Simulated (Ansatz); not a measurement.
# ZrBrCl: what the fields show

```cif
data_structure
_symmetry_space_group_name_H-M 'P 1'
_symmetry_Int_Tables_number 1
_cell_length_a 3.4199
_cell_length_b 3.4199
_cell_length_c 31.1927
_cell_angle_alpha 90.000
_cell_angle_beta 90.000
_cell_angle_gamma 120.000
_cell_volume 315.95
loop_
_atom_site_label
_atom_site_type_symbol
_atom_site_fract_x
_atom_site_fract_y
_atom_site_fract_z
_atom_site_occupancy
Zr1 Zr 0.00000 0.00000 0.26954 1
Br1 Br 0.66667 0.33333 0.33159 1
Cl1 Cl 0.33333 0.66667 0.21291 1
```

A structure generated by program, which may or may not match a known phase.

The calculation used Ansatz, DFT PBE, scalar-relativistic, plane waves, PAW.

In a PAW calculation such maps are meaningful between the atoms, not at the nuclei.

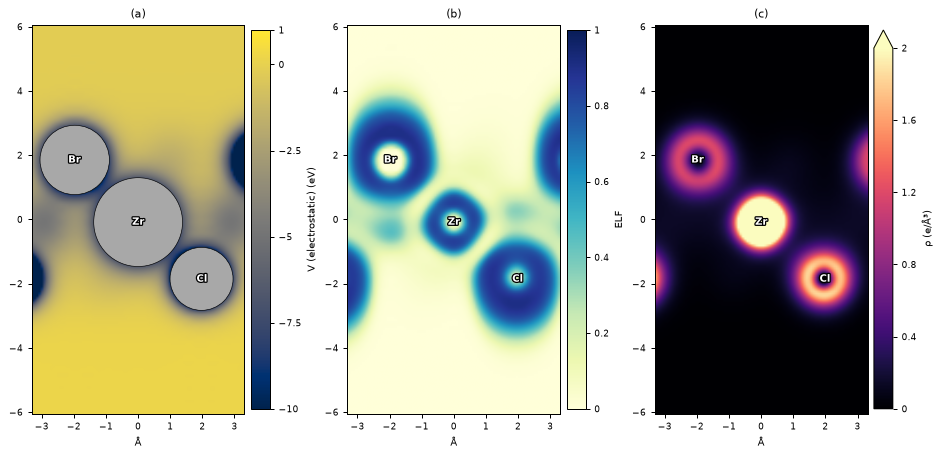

Figure 1. (a) electrostatic potential energy of an electron; (b) electron localisation function; (c) valence pseudo-density on the (110) plane of the calculation cell, a cut from vacuum to vacuum. Grey discs cover the atomic cores in the potential map.

### What does the map show?

The plane passes through Zr, Br and Cl nuclei.
Zr–Cl (2.65 Å): ρ is about 0.31 e/Å³ halfway; the ELF peaks at about 0.85 in the valence shell of Cl, 0.8 Å from its nucleus, and is about 0.20 at the midpoint: no shared electron pair shows on this line.
Zr–Br (2.76 Å): the density is about 0.3 e/Å³ at the midpoint; the ELF is about 0.30 at the midpoint: no localised pair shows between them.
The density dies away to nearly zero in the vacuum.
The features right at Zr lie inside the PAW spheres, where the map follows smoothed inner orbitals and isn't to be read closely.
Outside the cores the potential energy rises away from the atoms and is highest in the vacuum; its zero is arbitrary.

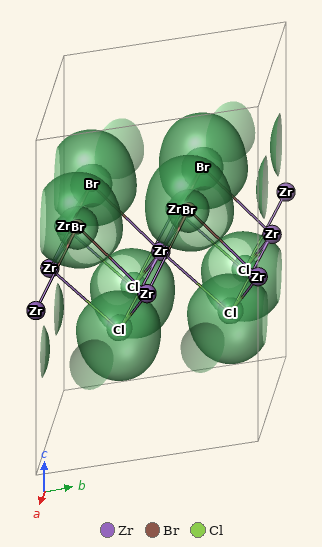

Figure 2. Isosurface of the electron localisation function at 0.65 (green), seen at an oblique angle. Core shells and regions of very low density are left out. Sticks mark near contacts.

### Describe the localisation domains.

At this value the surface marks out one region wrapped around Br (its valence shell) and one region wrapped around Cl (its valence shell), counted in one cell of 3 atoms. Counts are for one cell; the picture repeats the cell along the surface.

### Does the calculation give a band gap?

It is gapless in this calculation (a metal or semimetal).
